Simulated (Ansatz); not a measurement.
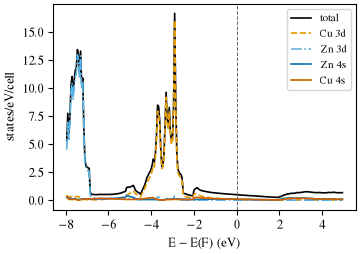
Figure: Total and projected density of states of ZnCu (CsCl type, space group No. 221), PBEsol in the plane-wave PAW code Ansatz

Q: Which orbitals carry the states next to the Fermi level?

A: Within 0.5 eV of the Fermi level: Cu 4s 18 %, Zn 4s 17 %, Cu 3d 14 %, outside the projected shells 49 %. Projections are on Löwdin-orthogonalised atomic valence shells; empty p or d shells of many metals are not among them.

Q: Where is the tallest occupied peak in this window, and what makes it?

A: Near -2.9 eV, about 17 states/eV per cell; the largest projected share is Cu 3d.

Space group Pm-3m (CsCl type). The PBEsol relaxation kept the symmetry of its start. The run is not spin-polarised.

Potentials: the earlier of the program's two PAW sets. The files were generated under PBE; for other functionals the program regenerates the frozen cores, and for LDA and PBEsol the local potential too.
